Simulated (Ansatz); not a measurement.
# B3LYP/6-31G(d) (spherical functions) run of SiHCl (SMILES [SiH]Cl)

What is the electronic atomisation energy of SiHCl at B3LYP/6-31G* (spherical functions)? 

The calculation is run with Ansatz 0.2.0.

59 further runs of the same task are left out: 59 set aside as unsound or not needed.

## Step 1: The molecule

SiHCl has 3 atoms, charge 0, and is taken as a singlet. As SMILES, `[SiH]Cl`. Geometry: relaxed at PBE0-D4/def2-TZVP.

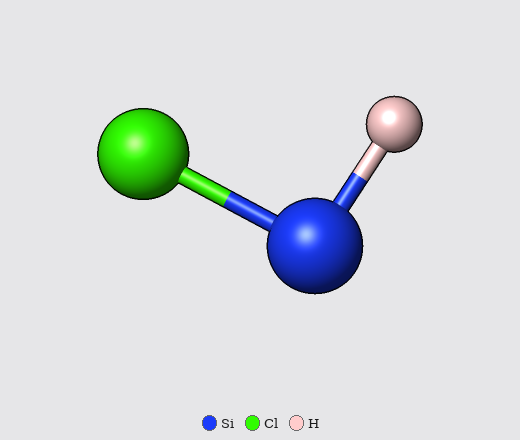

Viewed from a chosen angle; silicon blue, chlorine green, hydrogen pink.

## Step 2: A single-point energy at B3LYP/6-31G(d) (spherical functions)

Input file input.yaml:

```yaml
basis:
  gaussian: {orbitals: 6-31G_st_-spherical.json}
crystal:
  periodic: [false, false, false]
  atoms:
    - symbol: Si
      position_ang: [-0.548300, 0.570970, -0.233910]
    - symbol: Cl
      position_ang: [1.275420, 0.352820, 0.736230]
    - symbol: H
      position_ang: [-0.727130, -0.923790, -0.502320]
magnetization: {spin_polarized: false, initial_magnetization: 0}
hamiltonian: {xc: {name: B3LYP}}
accuracy: high
output: {orbitals: {seedname: orbitals}}
```

The basis set 6-31G* is read from a file made from the Basis Set Exchange's data (not shown).

Run with:

```bash
ansatz run input.yaml --threads 1 --pin off --max-ram 3480MiB --events-out events.jsonl --progress --plain --runs-dir runs
```

The program printed:

```text
Warning: RAYON_NUM_THREADS=1 ignored (pool sized by the plan → 1); use --threads N
Functional definition: B3LYP
  name "B3LYP"
  parameter a0 = 0.2
  parameter ax = 0.72
  parameter ac = 0.81
  exchange = (1 - a0 - ax)*slater_x + ax*b88_x + a0*exact_x
  correlation = (1 - ac)*vwn_rpa_c + ac*lyp_c
699 factors; integrals over basis functions are off by at most 3.7e-9 eV
mean field evaluation 1: about -20415.5606 eV, gradient 1.1e1 eV
mean field evaluation 2: about -20415.4222 eV, gradient 1.4e1 eV
mean field evaluation 4: about -20416.0027 eV, gradient 3.2e-1 eV
mean field evaluation 8: about -20416.0002 eV, gradient 8.6e-3 eV
mean field evaluation 16: about -20416.0002 eV, gradient 2.9e-7 eV
mean field -20416.00019046 eV, -750.2741685373 hartree, gradient 5.9e-8 eV, S^2 0.000000; 0 other end points of the search recorded, 0 dependent functions left out
reference -20416.00021969 eV, -750.2741696115 hartree; 16, 16 occupied and 22, 22 virtual orbitals, 699 factors
Total energy: -20416.00021969 eV, -750.2741696115 hartree
```

Wall time 1.6 s (1 thread of Arm Neoverse V1, shared host); peak memory 0.1 GiB.

## Step 3: The Cl atom, same level

Input file in.yaml:

```yaml
crystal:
  periodic: [false, false, false]
  atoms:
    - symbol: Cl
      position_ang: [0.000000, 0.000000, 0.000000]
basis:
  gaussian: {orbitals: 6-31G_st_-spherical.json}
accuracy: high
magnetization: {spin_polarized: true, initial_magnetization: 1}
hamiltonian: {xc: {name: B3LYP}}
```

The basis set 6-31G* is read from a file made from the Basis Set Exchange's data (not shown).

Run the same way, it converges to -460.13279 Eh (log not shown).

## Step 4: The H atom, same level

Input file input.yaml:

```yaml
crystal:
  periodic: [false, false, false]
  atoms:
    - {symbol: H, position_ang: [0.000000, 0.000000, 0.000000]}
basis:
  gaussian: {orbitals: "6-31G*"}
magnetization: {spin_polarized: true, initial_magnetization: 1}
hamiltonian: {xc: {name: B3LYP}}
accuracy: high
```

Run with:

```bash
ansatz run input.yaml --threads 1 --pin off --max-ram 3480MiB --events-out events.jsonl --progress --plain --runs-dir runs
```

The program printed, shortened:

```text
Warning: RAYON_NUM_THREADS=1 ignored (pool sized by the plan → 1); use --threads N
[... 7 set-up lines as earlier in the session ...]
3 factors; integrals over basis functions are off by at most 5.4e-10 eV
mean field evaluation 1: about -13.6135 eV, gradient 2.1e-1 eV
mean field evaluation 2: about -13.6127 eV, gradient 2.0e-1 eV
mean field evaluation 4: about -13.6131 eV, gradient 4.2e-7 eV
mean field evaluation 8: about -13.6131 eV, gradient 8.0e-10 eV
mean field -13.61309805 eV, -0.5002721262 hartree, gradient 8.6e-9 eV, S^2 0.750000; 0 other end points of the search recorded, 0 dependent functions left out
reference -13.61311596 eV, -0.5002727842 hartree; 1, 0 occupied and 1, 2 virtual orbitals, 3 factors
Total energy: -13.61311596 eV, -0.5002727842 hartree
```

It took 0.12 s on 1 thread of Arm Neoverse V1, shared host.

## Step 5: The Si atom, same level

Input file molecule.yaml:

```yaml
crystal:
  periodic: [false, false, false]
  atoms:
    - {symbol: Si, position_ang: [0.000000, 0.000000, 0.000000]}
basis:
  gaussian:
    orbitals: 6-31G_st_-spherical.json
magnetization:
  spin_polarized: true
  initial_magnetization: 2
hamiltonian:
  xc: {name: B3LYP}
accuracy: high
```

The basis set 6-31G* is read from a file made from the Basis Set Exchange's data (not shown).

Run with:

```bash
ansatz run molecule.yaml --threads 1 --pin off --max-ram 3480MiB --events-out events.jsonl --progress --plain --runs-dir runs
```

The program printed, shortened:

```text
Warning: RAYON_NUM_THREADS=1 ignored (pool sized by the plan → 1); use --threads N
[... 7 set-up lines as earlier in the session ...]
141 factors; integrals over basis functions are off by at most 2.6e-9 eV
mean field evaluation 1: about -7874.0967 eV, gradient 2.2e0 eV
mean field evaluation 2: about -7874.1484 eV, gradient 6.3e-1 eV
mean field evaluation 4: about -7874.1531 eV, gradient 1.2e-1 eV
mean field evaluation 8: about -7874.1532 eV, gradient 7.3e-5 eV
mean field evaluation 16: about -7874.1532 eV, gradient 4.4e-2 eV
mean field -7874.15323606 eV, -289.3697941324 hartree, gradient 3.7e-8 eV, S^2 2.001919; 1 other end points of the search recorded, 0 dependent functions left out
reference -7874.15325710 eV, -289.3697949057 hartree; 8, 6 occupied and 10, 12 virtual orbitals, 141 factors
Total energy: -7874.15325710 eV, -289.3697949057 hartree
```

It took 1 s on 1 thread of Arm Neoverse V1, shared host.

## Step 6: Outcome

At B3LYP/6-31G* (spherical functions):

| quantity | value |
| --- | --- |
| molecule: total energy | -750.27417 Eh |
| molecule: HOMO energy | -6.80 eV |
| molecule: LUMO energy | -3.17 eV |
| molecule: HOMO–LUMO gap | 3.63 eV |
| Cl atom: total energy | -460.13279 Eh |
| Cl atom: ⟨S²⟩ | 0.752 |
| H atom: total energy | -0.50027 Eh |
| H atom: ⟨S²⟩ | 0.750 |
| Si atom: total energy | -289.36979 Eh |
| Si atom: ⟨S²⟩ | 2.002 |
| electronic atomisation energy | 7.383 eV |

What this shows: Taking the molecule apart into free atoms costs 7.38 eV (712 kJ/mol), before zero-point energy and without spin-orbit coupling.
